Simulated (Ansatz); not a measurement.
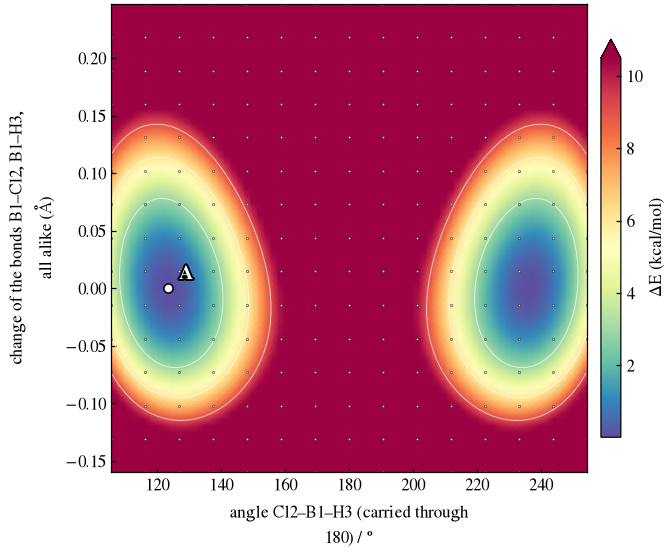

BClH, SMILES [BH]Cl, spin multiplicity 2. The first coordinate is: angle Cl2–B1–H3 (carried through 180); the second: change of the bonds B1–Cl2, B1–H3, all alike. Nothing is relaxed (all other coordinates rigid). The grid has 15 × 15 points; 120 points were computed and 105 follow by symmetry. Points are written as (first, second). All energies are given in kcal/mol relative to the relaxed molecule at the same level. The calculation used UKS PBE0-D4/def2-TZVP (Ansatz 0.2.0).

In the figure: a smooth colour map with a few white contour lines, dots at the grid points, one colour for all values above the top of the scale, the well A. Between grid points the surface is interpolated.

### Where is the minimum, and how stiff is the well along each coordinate? Take the well at A.

The interpolated minimum is at the first coordinate ≈ 123.6°, the second coordinate ≈ 0.000 Å. The curvatures there are about 3.4 eV/rad² and 49 eV/Å², with a cross term of about 1.7 eV/(rad·Å). Round the minimum the two coordinates are weakly coupled (coupling 0.13 in units of the two stiffnesses). (1 eV is 23.1 kcal/mol.)
